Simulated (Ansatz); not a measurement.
# CH7NSn (SMILES C[NH][SnH3]): levels of theory compared

Wanted: a comparison of 6 runs (BHLYP/def2-SVP, CAM-B3LYP/def2-SVP, HSE06/def2-SVP, PBE-QIDH/def2-SVP, PBE/def2-SVP, MP2/def2-SVP) of CH7NSn. 

The calculation is run with Ansatz 0.2.0.

74 further runs of the same task are left out: 74 set aside as unsound or not needed.

**1. The molecule**

CH7NSn has 10 atoms, charge 0, and is taken as a singlet. SMILES: `C[NH][SnH3]`. The Sn3–H10 distance was set to 3.780 Å, away from the relaxed value. At this shape a bond of the SMILES string is far longer than usual.

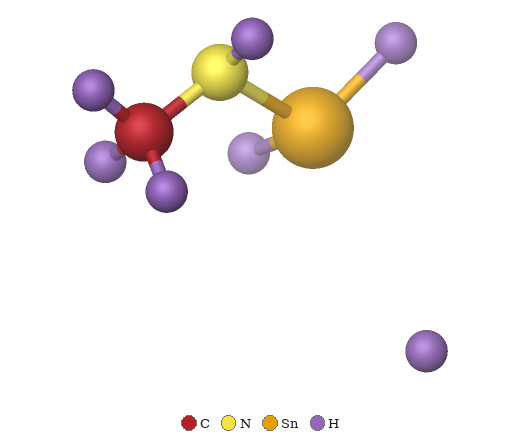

The structure, seen from a chosen angle (carbon red, nitrogen yellow, tin amber, hydrogen purple).

**2. A single-point energy at BHLYP/def2-SVP (core potential) (run 1)**

in.yaml reads:

```yaml
crystal:
  periodic: [false, false, false]
  atoms:
    - {symbol: C, position_ang: [-2.485870, -0.547352, -0.714681]}
    - {symbol: "N", position_ang: [-1.930470, -1.838252, -0.351981]}
    - {symbol: Sn, position_ang: [-0.690170, -1.934752, 1.249619]}
    - {symbol: H, position_ang: [-3.251670, -0.667752, -1.488181]}
    - {symbol: H, position_ang: [-2.984270, -0.104252, 0.152819]}
    - {symbol: H, position_ang: [-1.755670, 0.189248, -1.082981]}
    - {symbol: H, position_ang: [-1.550170, -2.309352, -1.161681]}
    - {symbol: H, position_ang: [-0.135770, -3.544352, 1.334419]}
    - {symbol: H, position_ang: [-1.640070, -1.500852, 2.598219]}
    - {symbol: H, position_ang: [2.220200, 0.458400, 0.948000]}
basis:
  gaussian: {orbitals: def2-SVP}
hamiltonian: {xc: {name: BHLYP}}
accuracy: high
output: {orbitals: {seedname: orbitals}}
```

Started as:

```sh
$ ansatz run in.yaml --threads 1 --pin off --max-ram 3480MiB --events-out events.jsonl --progress --plain --runs-dir runs
```

Output:

```text
Warning: RAYON_NUM_THREADS=1 ignored (pool sized by the plan → 1); use --threads N
Functional definition: BHLYP
  name "BHLYP"
  parameter a = 0.5
  exchange = (1 - a)*b88_x + a*exact_x
  correlation = lyp_c
2224 factors; integrals over basis functions are off by at most 8.8e-9 eV
mean field evaluation 1: about -8455.8660 eV, gradient 4.4e1 eV
mean field evaluation 2: about -8450.3255 eV, gradient 5.7e1 eV
mean field evaluation 4: about -8460.8991 eV, gradient 8.7e0 eV
mean field evaluation 8: about -8461.4994 eV, gradient 4.4e-1 eV
mean field evaluation 16: about -8461.5001 eV, gradient 9.6e-5 eV
mean field -8461.50012967 eV, -310.9543943546 hartree, gradient 1.2e-8 eV, S^2 0.000000; 0 other end points of the search recorded, 0 dependent functions left out
reference -8461.50016358 eV, -310.9543956008 hartree; 21, 21 occupied and 68, 68 virtual orbitals, 2224 factors
Total energy: -8461.50016358 eV, -310.9543956008 hartree
```

It took 7.5 s on 1 thread of Arm Neoverse V2, shared host; peak memory 0.32 GiB.

**3. A single-point energy at CAM-B3LYP/def2-SVP (core potential) (run 2)**

Changes to in.yaml since step 2:

```diff
@@ -4,3 +4,3 @@
     - {symbol: C, position_ang: [-2.485870, -0.547352, -0.714681]}
-    - {symbol: "N", position_ang: [-1.930470, -1.838252, -0.351981]}
+    - {symbol: N, position_ang: [-1.930470, -1.838252, -0.351981]}
     - {symbol: Sn, position_ang: [-0.690170, -1.934752, 1.249619]}
@@ -15,4 +15,4 @@
   gaussian: {orbitals: def2-SVP}
-hamiltonian: {xc: {name: BHLYP}}
+output: {orbitals: {seedname: orbitals}}
+hamiltonian: {xc: {name: CAM-B3LYP}}
 accuracy: high
-output: {orbitals: {seedname: orbitals}}
```

Started as:

```sh
$ ansatz run in.yaml --threads 1 --pin off --max-ram 3480MiB --events-out events.jsonl --progress --plain --runs-dir runs
```

Output:

```text
Warning: RAYON_NUM_THREADS=1 ignored (pool sized by the plan → 1); use --threads N
Functional definition: CAM-B3LYP
  name "CAM-B3LYP"
  parameter alpha = 0.19
  parameter beta = 0.46
  parameter omega = 0.33/bohr
  parameter ac = 0.81
  exchange = (1 - alpha - beta)*b88_x + beta*b88_x_sr(omega) + alpha*exact_x + beta*exact_x_lr(omega)
  correlation = (1 - ac)*vwn5_c + ac*lyp_c
2224 factors; integrals over basis functions are off by at most 8.8e-9 eV
456 factors; integrals over basis functions are off by at most 2.5e-9 eV
mean field evaluation 1: about -8456.9737 eV, gradient 4.8e1 eV
mean field evaluation 2: about -8450.5262 eV, gradient 6.8e1 eV
mean field evaluation 4: about -8463.1473 eV, gradient 4.5e0 eV
mean field evaluation 8: about -8463.3533 eV, gradient 6.7e-1 eV
mean field evaluation 16: about -8463.3553 eV, gradient 1.3e-4 eV
mean field -8463.35533056 eV, -311.0225717298 hartree, gradient 1.9e-8 eV, S^2 0.000000; 0 other end points of the search recorded, 0 dependent functions left out
reference -8463.35535487 eV, -311.0225726232 hartree; 21, 21 occupied and 68, 68 virtual orbitals, 2224 factors
Total energy: -8463.35535487 eV, -311.0225726232 hartree
```

It took 8.4 s on 1 thread of Arm Neoverse V2, shared host; peak memory 0.35 GiB.

Run 3 isn't shown in full; the table further down has it.

**4. The energy at PBE-QIDH/def2-SVP (core potential) (run 4)**

job.yaml reads:

```yaml
crystal:
  periodic: [false, false, false]
  atoms:
    - {symbol: C, position_ang: [-2.485870, -0.547352, -0.714681]}
    - {symbol: N, position_ang: [-1.930470, -1.838252, -0.351981]}
    - {symbol: Sn, position_ang: [-0.690170, -1.934752, 1.249619]}
    - {symbol: H, position_ang: [-3.251670, -0.667752, -1.488181]}
    - {symbol: H, position_ang: [-2.984270, -0.104252, 0.152819]}
    - {symbol: H, position_ang: [-1.755670, 0.189248, -1.082981]}
    - {symbol: H, position_ang: [-1.550170, -2.309352, -1.161681]}
    - {symbol: H, position_ang: [-0.135770, -3.544352, 1.334419]}
    - {symbol: H, position_ang: [-1.640070, -1.500852, 2.598219]}
    - {symbol: H, position_ang: [2.220200, 0.458400, 0.948000]}
basis:
  gaussian:
    orbitals: def2-SVP
output: {orbitals: {seedname: orbitals}}
correlation:
  frozen_orbitals: {C: 1, H: 0, "N": 1, Sn: 4}
hamiltonian:
  xc: {name: PBE-QIDH}
total_charge: 0
accuracy: high
```

Started as:

```sh
$ ansatz run job.yaml --threads 1 --pin off --max-ram 3480MiB --events-out events.jsonl --progress --plain --runs-dir runs
```

Output (excerpt; [...] marks lines left out):

```text
Warning: RAYON_NUM_THREADS=1 ignored (pool sized by the plan → 1); use --threads N
Functional definition: PBE-QIDH
  name "PBE-QIDH"
[...]
2224 factors; integrals over basis functions are off by at most 8.8e-9 eV
[...]
mean field -8448.72251116 eV, -310.4848255355 hartree, gradient 8.1e-8 eV, S^2 0.000000; 0 other end points of the search recorded, 0 dependent functions left out; unrestricted orbitals would lower it
6 core orbitals not correlated: weight in the atoms' cores, before any rotation towards them, 1.000 or more for the frozen orbitals, at most 0.000 for the correlated occupied ones
reference -8448.72251249 eV, -310.4848255841 hartree; 15, 15 occupied and 68, 68 virtual orbitals, 2224 factors
second order -14.95103447 eV of doubles, -0.00000000 eV of singles
Total energy: -8453.70619064 eV, -310.6679723782 hartree
```

Run time: 11 s. Hardware: 1 thread of Arm Neoverse V2, shared host; peak memory 0.32 GiB.

Run 5 isn't shown in full; the table further down has it.

**5. The energy at MP2/def2-SVP (core potential) (run 6)**

molecule.yaml reads:

```yaml
crystal:
  periodic: [false, false, false]
  atoms:
    - symbol: C
      position_ang: [-2.485870, -0.547352, -0.714681]
    - symbol: N
      position_ang: [-1.930470, -1.838252, -0.351981]
    - symbol: Sn
      position_ang: [-0.690170, -1.934752, 1.249619]
    - symbol: H
      position_ang: [-3.251670, -0.667752, -1.488181]
    - symbol: H
      position_ang: [-2.984270, -0.104252, 0.152819]
    - symbol: H
      position_ang: [-1.755670, 0.189248, -1.082981]
    - symbol: H
      position_ang: [-1.550170, -2.309352, -1.161681]
    - symbol: H
      position_ang: [-0.135770, -3.544352, 1.334419]
    - symbol: H
      position_ang: [-1.640070, -1.500852, 2.598219]
    - symbol: H
      position_ang: [2.220200, 0.458400, 0.948000]
basis:
  gaussian: {orbitals: def2-SVP}
correlation: {method: mp2, frozen_orbitals: {C: 1, H: 0, "N": 1, Sn: 4}}
accuracy: high
```

Started as:

```sh
$ ansatz run molecule.yaml --threads 1 --pin off --max-ram 3480MiB --events-out events.jsonl --progress --plain --runs-dir runs
```

Output (excerpt; [...] marks lines left out):

```text
Warning: RAYON_NUM_THREADS=1 ignored (pool sized by the plan → 1); use --threads N
Functional definition: HF
  name "HF"
[...]
2224 factors; integrals over basis functions are off by at most 8.8e-9 eV
[...]
mean field -8420.37034061 eV, -309.4429024855 hartree, gradient 1.2e-8 eV, S^2 0.000000; 1 other end points of the search recorded, 0 dependent functions left out; unrestricted orbitals would lower it
[...]
unrestricted determinant -8422.74730354 eV, -309.5302542617 hartree, S^2 0.9785
6 core orbitals not correlated: weight in the atoms' cores, before any rotation towards them, 1.000 or more for the frozen orbitals, at most 0.000 for the correlated occupied ones
reference -8420.37034061 eV, -309.4429024855 hartree; 15, 15 occupied and 68, 68 virtual orbitals, 2224 factors
second order -12.75783662 eV of doubles, -0.00000000 eV of singles
Total energy: -8433.12817723 eV, -309.9117443336 hartree
```

Wall time 4.8 s (1 thread of Arm Neoverse V2, shared host); peak memory 0.3 GiB.

**6. Overview of the runs**

| run | level | frozen core orbitals | energy (Eh) | HOMO energy (eV) | LUMO energy (eV) | HOMO–LUMO gap (eV) | wall time |
| --- | --- | --- | --- | --- | --- | --- | --- |
| 1 | BHLYP/def2-SVP (core potential) | – | -310.954396 | -6.22 | -3.03 | 3.20 | 7.5 s |
| 2 | CAM-B3LYP/def2-SVP (core potential) | – | -311.022573 | -6.53 | -2.81 | 3.72 | 8.4 s |
| 3 | HSE06/def2-SVP (core potential) | – | -310.986218 | -5.22 | -3.91 | 1.30 | 9 s |
| 4 | PBE-QIDH/def2-SVP (core potential) | 6 | -310.667972 | -6.66 | -2.43 | 4.23 | 11 s |
| 5 | PBE/def2-SVP (core potential) | – | -310.985227 | -4.82 | -3.99 | 0.83 | 6.9 s |
| 6 | MP2/def2-SVP (core potential) | 6 | -309.911744 | – | – | – | 4.8 s |

**7. Summary of results**

```
                                          quantity          value
                               run 6: total energy  -309.91174 Eh
run 6: correlation energy (6 core orbitals frozen)     -468.8 mEh
```

Over runs 1, 2, 3, 4, 5 the HOMO–LUMO gap runs from 0.83 eV (PBE/def2-SVP) to 4.23 eV (PBE-QIDH/def2-SVP). A double hybrid's value is that of its SCF part. Totals of different functionals can't be ranked against each other. In runs 4, 6 the log says that unrestricted orbitals would lower the reference, so the values rest on an unstable closed-shell determinant (other closed-shell runs at this shape may share the fault). In runs 1, 2, 3, 4, 5, 6 a closed-shell determinant meets a far-stretched bond, which it describes badly. All runs together took 47 s, the longest 11 s.
